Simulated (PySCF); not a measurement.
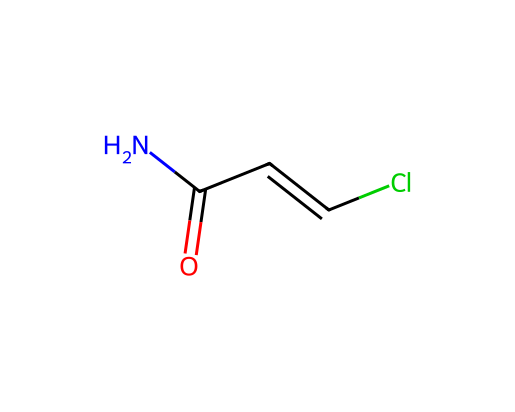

> Give its SMILES.

NC(=O)/C=C/Cl

> What is the molecular formula?

C3H4ClNO.

More results for the same structure follow; atom numbers are the same in all pictures, views and colours differ. The computed structure is the end point of a PBE0-D3(BJ)/def2-SVP optimisation. No frequency run is at hand to confirm it as a minimum.

### Geometry

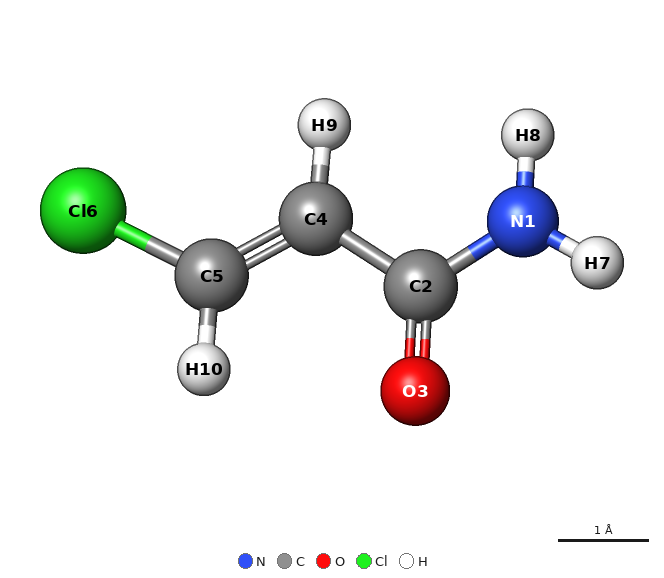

No frequency run is at hand to confirm it as a minimum.

Give these bond angles: C2–N1–H7, C2–N1–H8, N1–C2–O3, N1–C2–C4, O3–C2–C4, C2–C4–C5, C2–C4–H9, C5–C4–H9, C4–C5–Cl6, C4–C5–H10, Cl6–C5–H10.

```json
{"angle": "C2–N1–H7", "degrees": "118.1"}
{"angle": "C2–N1–H8", "degrees": "122.7"}
{"angle": "N1–C2–O3", "degrees": "122.8"}
{"angle": "N1–C2–C4", "degrees": "114.4"}
{"angle": "O3–C2–C4", "degrees": "122.8"}
{"angle": "C2–C4–C5", "degrees": "118.3"}
{"angle": "C2–C4–H9", "degrees": "120.8"}
{"angle": "C5–C4–H9", "degrees": "120.9"}
{"angle": "C4–C5–Cl6", "degrees": "124.0"}
{"angle": "C4–C5–H10", "degrees": "120.5"}
{"angle": "Cl6–C5–H10", "degrees": "115.5"}
```

### Dipole moment

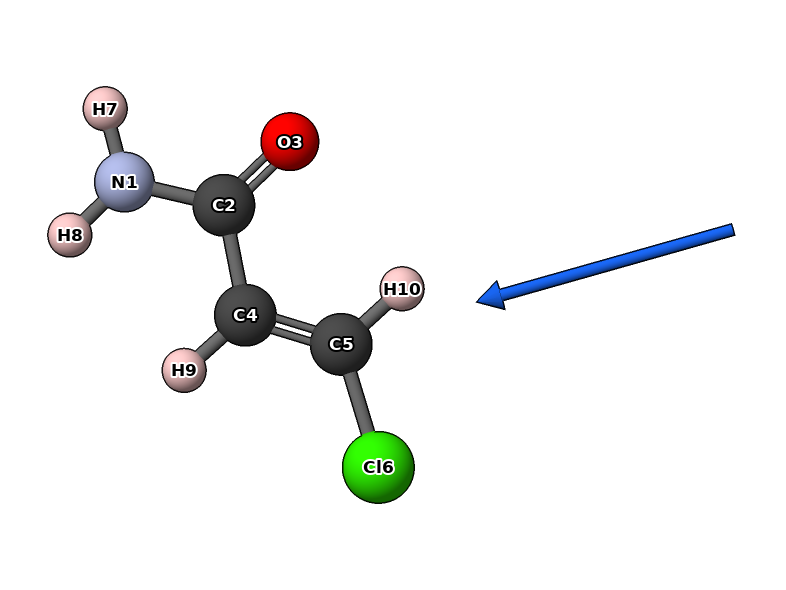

The arrow beside the molecule shows the direction of the dipole moment, from the negative to the positive end (its length means nothing). No frequency run is at hand to confirm it as a minimum. Properties computed with PBE0/def2-SVPD in acetone (IEF-PCM) (PySCF 2.14.0).

> How large is the dipole moment?

4.83 D; it points from the side of H10 to the side of H8 (the outermost atoms at the two ends).

### Electronic properties

No frequency run is at hand to confirm it as a minimum. Method: PBE0/def2-SVPD in water (IEF-PCM) (PySCF 2.14.0). Excitations: vertical, linear response.

> Estimate the mean static polarisability.

88.8 bohr³.

> Give the LUMO energy (Kohn–Sham orbital) at this level.

−1.41 eV.

> Give the HOMO energy (Kohn–Sham orbital) at this level.

−7.78 eV.

> What is the brightest of the 6 lowest singlets?

5.72 eV.

### NMR shielding

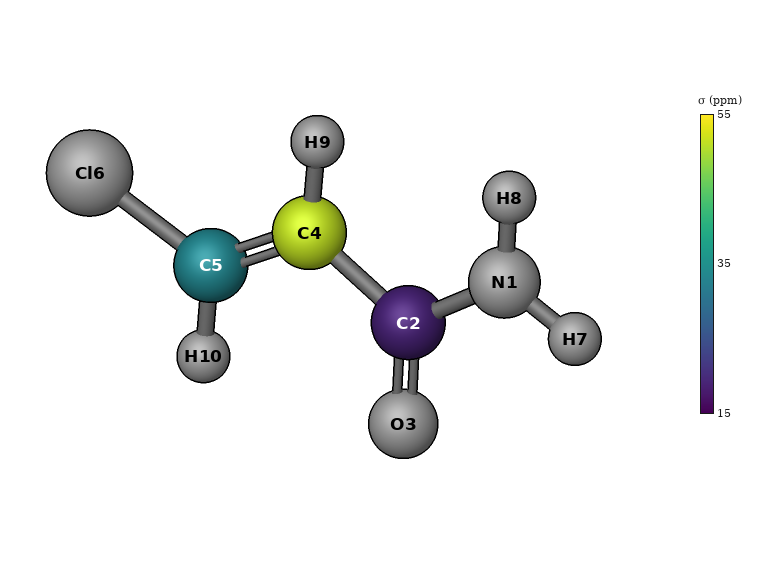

Atoms are coloured by their isotropic NMR shieldings (C only, the others grey). No frequency run is at hand to confirm it as a minimum. Properties computed with GIAO PBE0/pcSseg-1 NMR shielding, non-relativistic, IEF-PCM water (PySCF 2.14.0).

Give the isotropic NMR shieldings of the C atoms atom by atom.

| atom | σ (ppm) |
| --- | --- |
| C2 | 19.0 |
| C4 | 51.2 |
| C5 | 33.3 |

### Quadrupole coupling

No frequency run is at hand to confirm it as a minimum. Electric field gradients from the ground-state density, PBE0/pcSseg-1 in acetone (IEF-PCM) (PySCF 2.14.0), non-relativistic apart from any core potentials.

Give the largest field-gradient component, the quadrupole coupling constant and the asymmetry for 14N at N1 (Q = 20.44 mb), 17O at O3 (Q = −25.6 mb), 35Cl at Cl6 (Q = −81.7 mb), 2H at H7 (Q = 2.86 mb), 2H at H8 (Q = 2.86 mb).

```
atom  V_zz (a.u.)  e²qQ/h (MHz)     η
  N1       −0.863         −4.15  0.12
  O3       −1.480          8.90  0.25
 Cl6        3.784         −72.6  0.18
  H7        0.397         0.267  0.17
  H8        0.399         0.268  0.20
```
